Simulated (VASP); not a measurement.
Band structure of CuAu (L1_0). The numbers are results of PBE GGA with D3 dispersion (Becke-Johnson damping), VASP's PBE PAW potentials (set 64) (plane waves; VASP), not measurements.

Unless said otherwise, spin-orbit coupling is left out, though it shifts the bands of the heavy elements here.

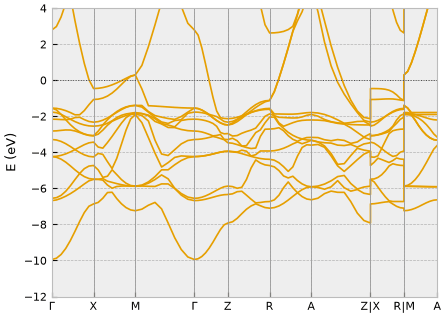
Bands along high-symmetry lines, zero at the valence-band maximum or, without a gap, the Fermi level

Question: Read the plot: is there a gap, and where are the band edges?

Answer: It has no gap at this level: it comes out as a metal or semimetal. (Edges off the drawn lines would not show.)

The compound is CuAu in the L1_0 structure. It was relaxed first.
